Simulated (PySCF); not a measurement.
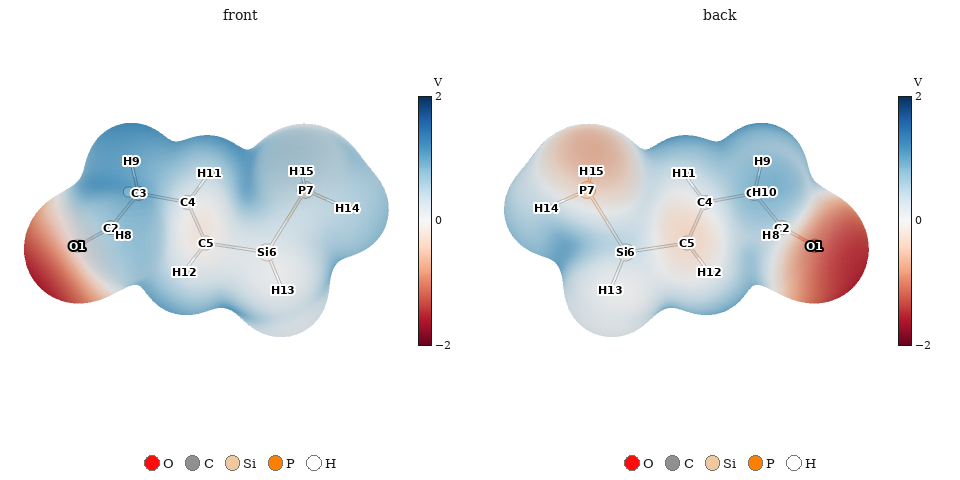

Figure. C4H8OPSi (SMILES O=CC/C=C/[SiH]P) (doublet). The molecular electrostatic potential painted on the density surface at 0.002 e/bohr³, seen from the front and from behind; the colour scale runs from red (negative) to blue (positive).

Geometry: GFN2-xTB.

These are results of UKS B3LYP, pcH-1 on C H O P Si, non-relativistic, mean-field spin-orbit, GIAO in PySCF 2.14.0, density-fitted response routines, not measurements.

```
atom    x (Å)    y (Å)    z (Å)
   O  -3.5380  -1.1491   0.1627
   C  -2.6251  -0.3988   0.3598
   C  -1.8990   0.3912  -0.6923
   C  -0.4093   0.3168  -0.5430
   C   0.2518  -0.7301  -0.0455
  Si   2.1013  -0.7444   0.1902
   P   3.0556   0.9568  -0.8955
   H  -2.2415  -0.2169   1.3840
   H  -2.2209   1.4327  -0.5903
   H  -2.2064   0.0458  -1.6846
   H   0.1448   1.1763  -0.9043
   H  -0.3143  -1.5844   0.3040
   H   2.6716  -2.0388  -0.2080
   H   4.3396   0.6572  -0.4763
   H   2.8853   1.8938   0.1117
```

Question: Which sites attract a positive test charge, and which a negative one?

Answer: A positive charge is drawn to the negative regions and a negative charge to the positive ones. The most negative region (about −1.6 V, or −37 kcal/mol for a unit charge) lies over O1, the most positive (about +1.2 V, or +28 kcal/mol for a unit charge) over C2, P7, H9 and H11. O1 is the likeliest acceptor of a hydrogen bond.
